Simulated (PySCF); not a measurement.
# C$_{7}$H$_{11}$ClF$_{2}$O: what the fields show

```tsv
atom	x (Å)	y (Å)	z (Å)
C	-2.0586	0.6487	0.3534
C	-0.7220	-0.0139	-0.0043
C	-0.5474	-1.2582	0.8691
C	-0.7365	-0.4146	-1.4800
C	0.3772	1.0284	0.2839
C	1.7862	0.7688	-0.2491
F	1.8457	0.8990	-1.5976
F	2.6047	1.7553	0.2284
C	2.4089	-0.5809	0.1288
O	2.6414	-1.4764	-0.6080
Cl	2.7883	-0.6431	1.8305
H	-2.8749	-0.0535	0.2072
H	-2.2411	1.5172	-0.2748
H	-2.0645	0.9667	1.3935
H	-1.4099	-1.9101	0.7541
H	-0.4632	-0.9879	1.9194
H	0.3328	-1.8265	0.5842
H	0.1612	-0.9649	-1.7495
H	-1.5950	-1.0515	-1.6793
H	-0.8049	0.4620	-2.1195
H	0.0844	1.9869	-0.1538
H	0.4768	1.1678	1.3623
```

Geometry: GFN2-xTB.

Method: PBE0/pcSseg-1, SCF density, gas phase, non-relativistic (PySCF).

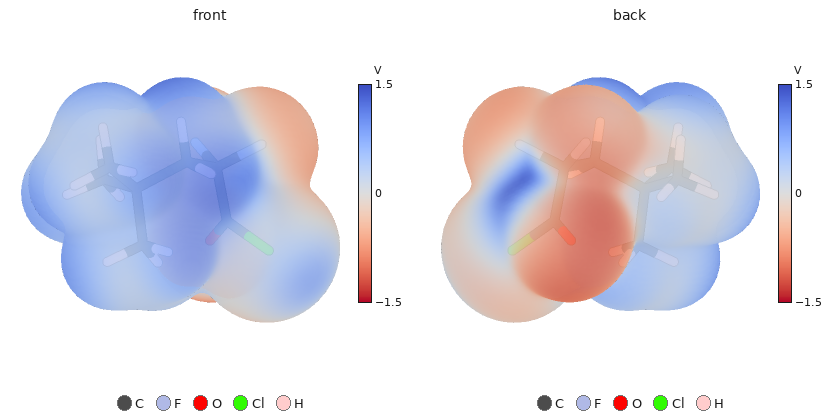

Figure 1. The molecular electrostatic potential painted on the density surface at 0.002 e/bohr³, seen from the front and from behind; the colour scale runs from red (negative) to blue (positive).

Question: Describe the electrostatic potential map.

Answer: The most negative region (about −1.0 V) lies over O10, the most positive (about +1.1 V) over C6, C9, H21 and H22. Cl11 shows a σ-hole: about +0.7 V at the tip opposite its bond, against about 0.0 V on its flanks. O10 is the likeliest acceptor of a hydrogen bond.

Question: What dipole moment does the calculation give?

Answer: Its dipole moment is 2.97 D.

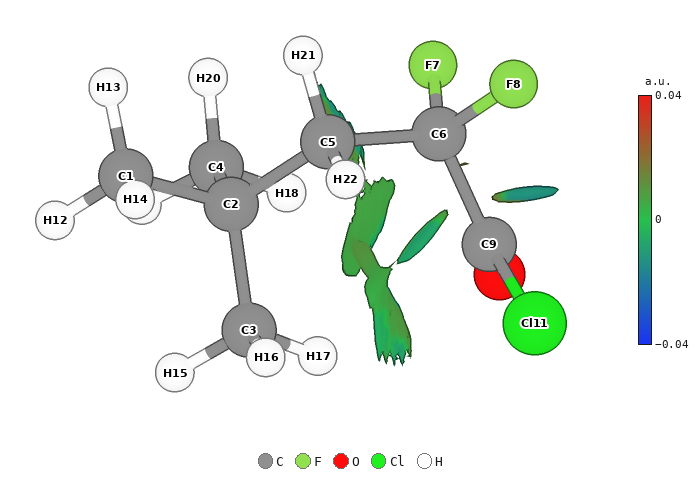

Figure 2. Non-covalent interaction (NCI) plot: the surface where the reduced density gradient is 0.5, for densities under 0.05 a.u., coloured by sign(λ₂)ρ; seen across its widest extent.

Question: What holds or crowds the atoms apart from the covalent bonds?

Answer: Between H17 on one side and C9 on the other: a weak contact, attractive (blue-green) on one side and crowded (olive to red) on the other; between F8 and C6 on one side and Cl11 and C9 on the other: a weak contact, attractive (blue-green) on one side and crowded (olive to red) on the other; near H22, C5 and Cl11: mostly steric crowding (olive to red).

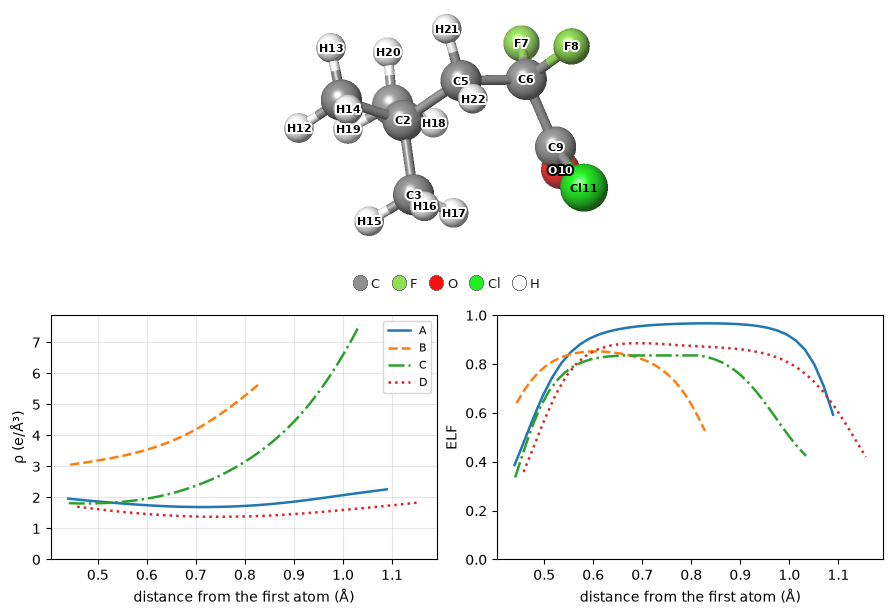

Figure 3. Electron density and electron localisation function along straight lines between neighbouring atoms. The curves leave out the atomic cores. The structure is drawn too.

Question: Which curve belongs to which contact (C–C, C–Cl, C–F and C–O)? The first atom named is at distance zero.

Answer: Curve A: C–C (1.53 Å): the density is about 1.7 e/Å³ at the midpoint; the ELF peaks at about 0.95 between the atoms, as expected for a shared electron pair. Curve B: C–O (1.18 Å): ρ is about 3.5 e/Å³ halfway; the ELF peaks at about 0.85 between the atoms; a multiple bond. Curve C: C–F (1.36 Å): ρ at the midpoint is about 2.3 e/Å³, with its minimum of 1.8 e/Å³ about 0.5 Å from C; the ELF peaks at about 0.85 between the atoms: a polar covalent bond. Curve D: C–Cl (1.74 Å): ρ is about 1.4 e/Å³ halfway; the ELF peaks at about 0.90 between the atoms, as expected for a shared electron pair.
